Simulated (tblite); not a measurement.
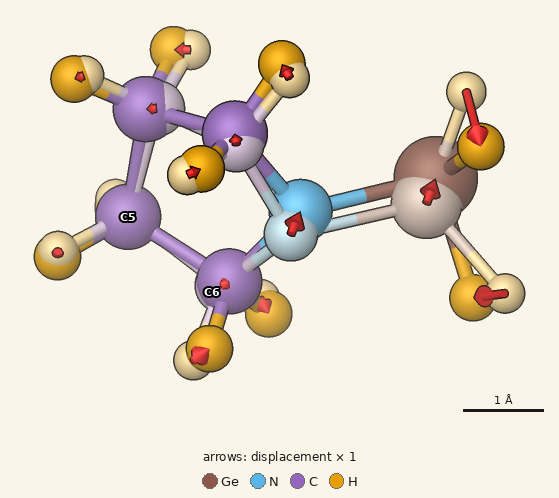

This is a relaxation of C4H10GeN (multiplicity 2). The starting structure is drawn faded, the final one solid; red arrows show the displacements, at their true length. The two geometries are superimposed by the best rigid fit.

Style: ball-and-stick. Shown at a tilt.

Level of theory: GFN2-xTB geometry optimisation, gas phase (tblite). 

Question: Which element moves most?

Answer: Hydrogen: up to 1.08 Å, against 0.38 Å for germanium.

Question: What happened in the run?

Answer: The atom that moves furthest after the best rigid fit is an H atom (1.08 Å). By element the largest moves are H 1.08 Å, Ge 0.38 Å, N 0.37 Å, C 0.16 Å. Near-neighbour distances that change, for instance: C–C 1.497 → 1.543 Å, Ge–H 1.532 → 1.573 Å, C–H 1.118 → 1.089 Å, C–C 1.511 → 1.535 Å. Among the angles between lasting bonds that change: N–Ge–H 113.3° → 94.3°, N–Ge–H 111.3° → 94.3°, H–Ge–H 114.2° → 99.9°. The energy falls by 89.9 kJ/mol in 64 geometry steps.
